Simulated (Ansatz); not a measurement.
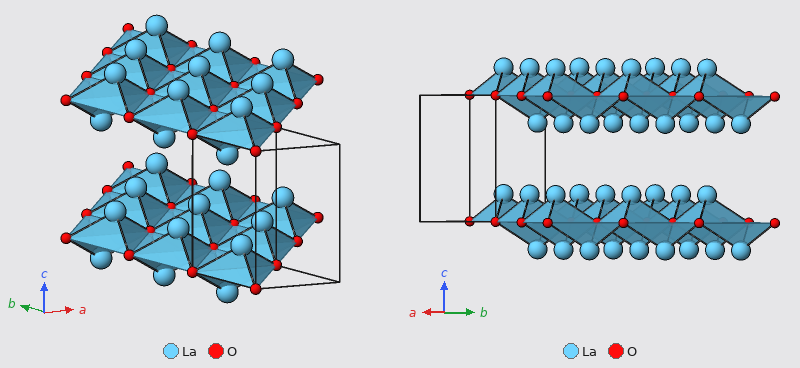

Polyhedra are drawn about La (bonds: La–O below 2.9 Å); other atoms are plain spheres. Two views of the same piece.

System La₂O (space group P-3m1, No. 164); source of the atomic positions: the geometry relaxed with Ansatz, DFT PBE, scalar-relativistic, plane waves, PAW; the starting structure was generated, so it need not be a known form of this composition.

What figure surrounds each La atom, and what does it share with the other drawn polyhedra?

Answer. La: LaO3 trigonal pyramid, sharing corners with nine neighbours and edges with three neighbours.

What is the connectivity of the polyhedra: isolated, groups, chains, layers or framework?

Answer. They form layers of corner- and edge-sharing trigonal pyramids parallel to (001).
